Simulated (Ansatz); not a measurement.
**H$_{4}$O$_{3}$STi: density, localisation and related maps**

The calculation's input:

```
crystal:
  periodic: [false, false, false]
  atoms:
    - { symbol: Ti, position_ang: [0.368863, -0.00664, 0.778911] }
    - { symbol: O, position_ang: [-1.636844, 0.821658, -2.020702] }
    - { symbol: S, position_ang: [1.164418, -0.890516, -0.951796] }
    - { symbol: H, position_ang: [-0.715455, 0.532944, -2.178384] }
    - { symbol: O, position_ang: [1.412961, 1.253511, 1.527084] }
    - { symbol: O, position_ang: [-0.288611, -1.184926, 1.970289] }
    - { symbol: H, position_ang: [-2.112001, -0.027089, -2.108213] }
    - { symbol: H, position_ang: [2.21224, 1.647458, 1.131856] }
    - { symbol: H, position_ang: [-0.40537, -2.146299, 1.851056] }
basis:
  gaussian: { orbitals: def2-SVP }
hamiltonian:
  xc: pbe
  dispersion: d4
relax:
  f_tol: 0.03
  max_steps: 50
output:
  orbitals: {}
```

Run with:

```sh
ansatz run input.yaml --threads 2 --pin off --max-ram 3072MiB --backend cpu --events-out ev --progress --plain --runs-dir out
```

The fields are those of the run's last geometry, not of the input's.

Level of theory: RKS PBE-D4/def2-SVP in Ansatz.

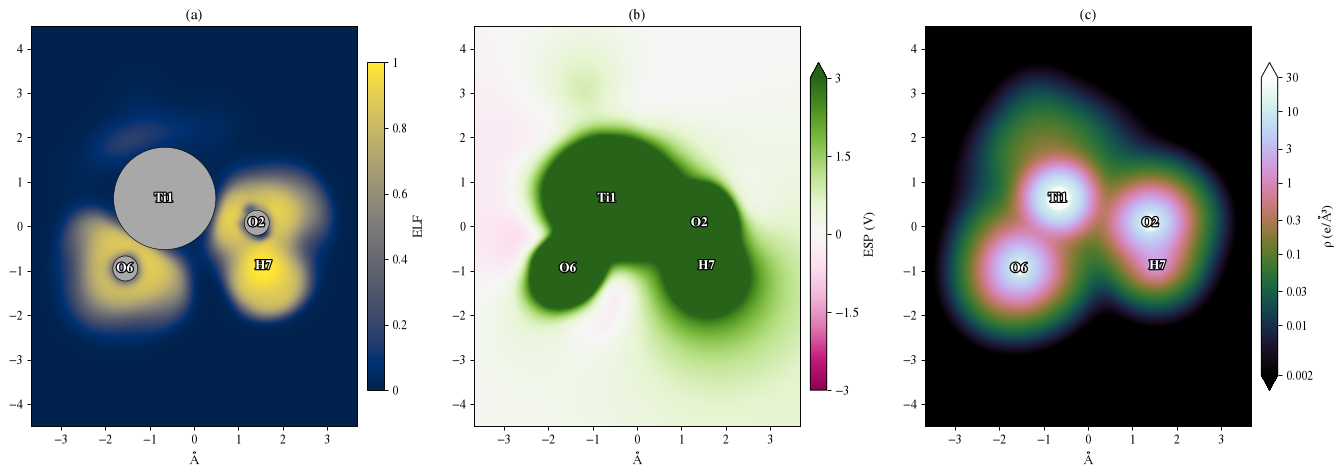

Figure 1. (a) electron localisation function; (b) molecular electrostatic potential; (c) electron density on the plane of atoms Ti1, O2 and H7. Grey discs cover the atomic cores in the ELF map.

Describe what can be read from this map.

- The section cuts through Ti, O and H sites.
- Ti–O (1.81 Å): ρ is about 0.98 e/Å³ halfway; the ELF peaks at about 0.85 in the valence shell of O, 0.5 Å from its nucleus, and drops to about 0.20 between the two atoms.
- O–H (0.98 Å): the density is about 3.6 e/Å³ at the midpoint; the ELF climbs to about 1 towards the hydrogen, as it does in any bond to H (an ordinary covalent bond to hydrogen).
- Outside the dense part of the molecule the potential is most negative (−0.6 V) near O6.

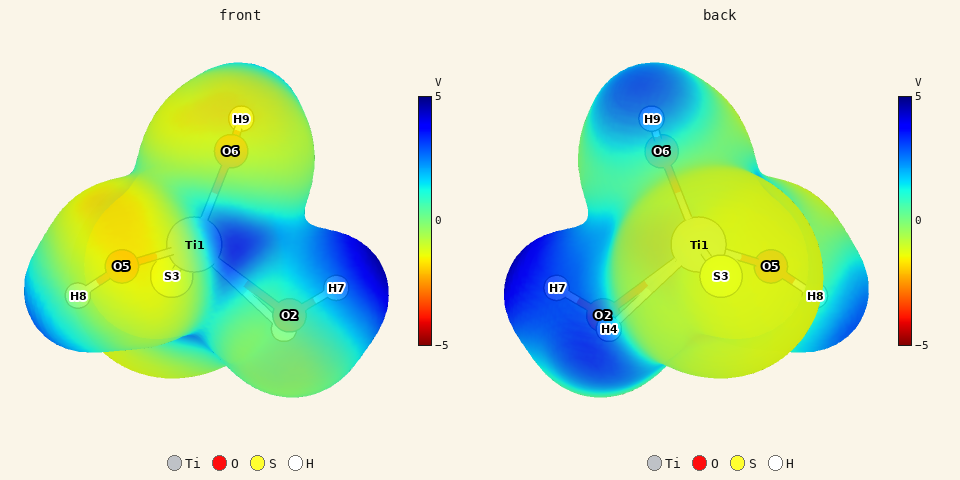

Figure 2. The electrostatic potential painted on the density surface at 0.004 e/bohr³, seen from the front and from behind; red is negative and blue positive.

Describe the electrostatic potential map.

The most negative region (about −1.7 V) lies over O5, the most positive (about +4.4 V) over H7. O5 is the likeliest acceptor of a hydrogen bond.

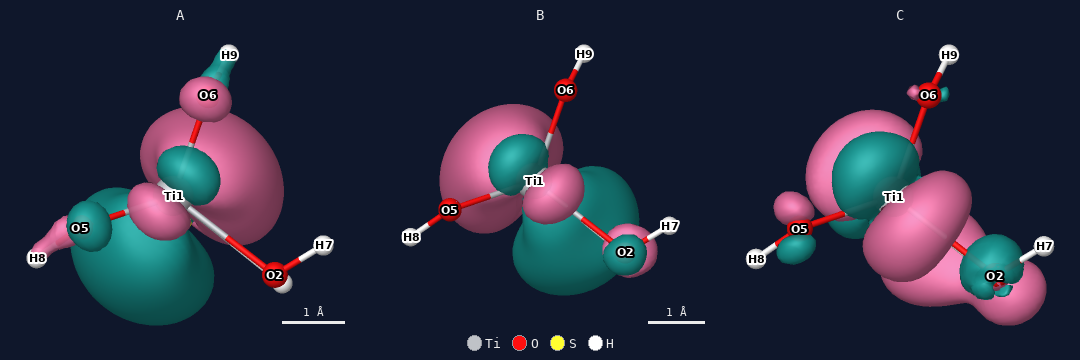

Figure 3. Three frontier orbitals at ±0.1 Å⁻³ᐟ² (teal and pink are the two phases), in no order.

Order the three orbitals by energy and name them.

B is the HOMO−1 (−5.69 eV). Its weight (Hirshfeld) is mainly on S3 (about 70 %) and Ti1 (about 20 %). A is the HOMO (−5.36 eV). It lies mainly on S3 (about 75 %) and Ti1 (about 20 %). C is the LUMO (−2.19 eV). It lies mainly on Ti1 (about 70 %) and S3 (about 15 %).

What is the HOMO–LUMO gap?

3.17 eV between the orbital energies.
